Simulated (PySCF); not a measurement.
## A study: BH2(NCO) (CH2BNO)

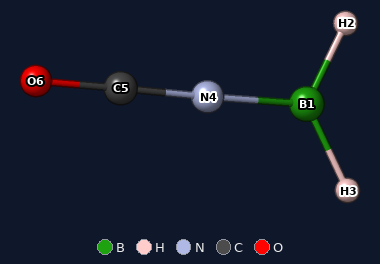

The molecule, with its atoms numbered as below. No frequency check shows the geometry to be a minimum.

Cartesian coordinates (Å):

```
B1      -1.9223   -0.0075   -0.0119
H2      -2.4631   -1.0449   -0.0243
H3      -2.4923    1.0139   -0.0283
N4      -0.5380    0.0150    0.0242
C5       0.6490   -0.0008    0.0073
O6       1.8049   -0.0040   -0.0126
```

### 1. Bonding charge

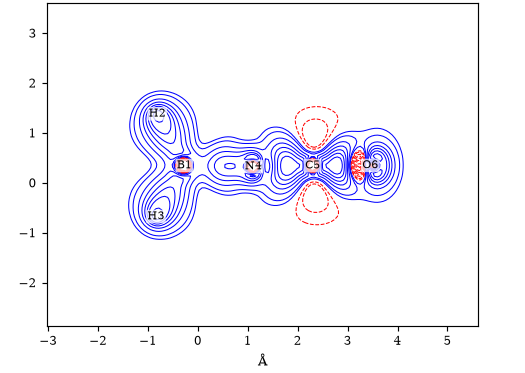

Deformation density (molecule less spherical, spin-averaged free atoms) in the molecular plane; contours at ±0.05 to ±0.8 e/Å³; solid blue lines: gain, dashed red lines: loss.

PySCF calculation, PBE0/6-31G*, gas phase; geometry: GFN2-xTB.

> How much density has each bond in this plane gained at its critical point, relative to the free atoms?

C5–O6: +0.71 e/Å³ at the bond critical point (bond length 1.16 Å, Mayer order 2.0). N4–C5: +0.68 e/Å³ at the bond critical point (bond length 1.19 Å, Mayer order 1.8). B1–H3 and B1–H2: +0.51 e/Å³ at the bond critical point (bond length 1.17 Å, Mayer order 1.0). B1–N4: +0.29 e/Å³ at the bond critical point (bond length 1.39 Å, Mayer order 1.2). In all, 1.4 electrons gather in the regions of gain relative to the promolecule.

### 2. Bond critical points

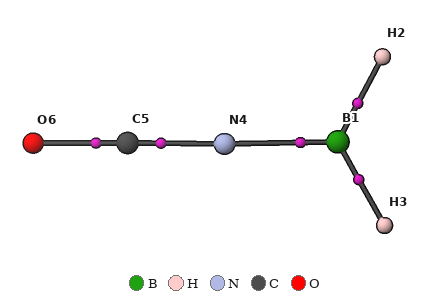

Molecular graph of the electron density (QTAIM): bond paths, bond critical points (magenta), ring points (cyan, if any); weak paths are dashed.

> How many critical points of each kind are there, and does the count close?

6 nuclei, 5 bond, 0 ring and 0 cage critical points: 6 − 5 + 0 − 0 = 1, as the Poincaré–Hopf relation requires.

> What does the calculation give at each kind of bond critical point?

```json
{"bond": "C5–O6", "length (Å)": "1.156", "ρ (a.u.)": "0.451", "∇²ρ (a.u.)": "+0.88", "ε": "0.00", "H (a.u.)": "−0.760"}
{"bond": "N4–C5", "length (Å)": "1.187", "ρ (a.u.)": "0.426", "∇²ρ (a.u.)": "−0.16", "ε": "0.16", "H (a.u.)": "−0.744"}
{"bond": "B1–N4", "length (Å)": "1.385", "ρ (a.u.)": "0.196", "∇²ρ (a.u.)": "+0.83", "ε": "0.22", "H (a.u.)": "−0.144"}
{"bond": "B1–H3 (2 alike)", "length (Å)": "1.170", "ρ (a.u.)": "0.191", "∇²ρ (a.u.)": "−0.43", "ε": "0.16", "H (a.u.)": "−0.212"}
```

> What kind of interaction is B1–N4?

Polar or intermediate (positive Laplacian, negative energy density H): ρ = 0.196, ∇²ρ = +0.83, H = −0.144 a.u. Its ellipticity of 0.22 shows that the density isn't cylindrical about the bond.

### 3. Local ionisation energy

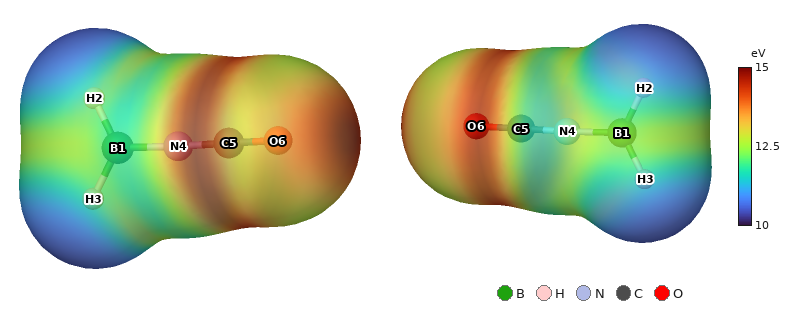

Average local ionisation energy on the surface of electron density 0.001 a.u. (back view left, front view right).

> Locate the minima of the map.

The lowest value is 10.5 eV, 1.4 Å from H3, and at like points elsewhere. Further minima include 11.6 eV, 1.9 Å from N4; 12.6 eV, 1.7 Å from O6, and at like points elsewhere. For comparison, the highest occupied orbital lies at −8.1 eV.

### 4. Localised orbitals

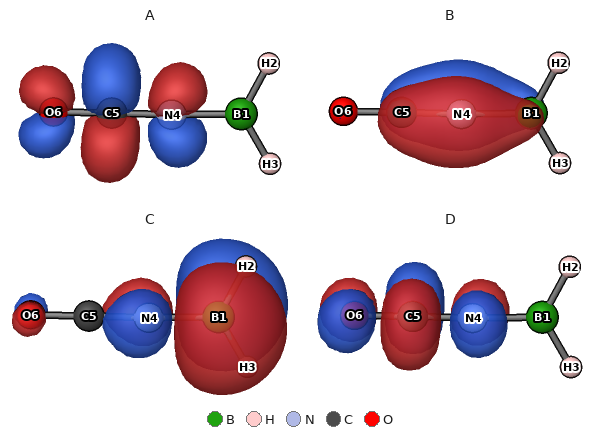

Intrinsic bond orbitals (IBO), occupied and valence-virtual; each surface holds about 85 % of the orbital's density. Energies are diagonal elements of the Fock matrix.

Method: CAM-B3LYP/def2-TZVP; geometry: GFN2-xTB; program: PySCF.

> Identify each orbital.

By panel:
- A: antibonding multicentre orbital mainly over C5, N4 and O6 (C5 55 %, N4 26 %, O6 18 %; 4.0 eV)
- B: multicentre orbital mainly over N4, C5 and B1 (N4 70 %, C5 19 %, B1 10 %; −12.8 eV)
- C: empty orbital on B1 (B1 89 %, N4 9 %; 0.7 eV)
- D: antibonding multicentre orbital mainly over C5, O6 and N4 (C5 58 %, O6 22 %, N4 20 %; 3.7 eV)

The PySCF runs shown took 4.9 s and 10 s on 1 thread of Arm Neoverse V1, with other jobs on the host.
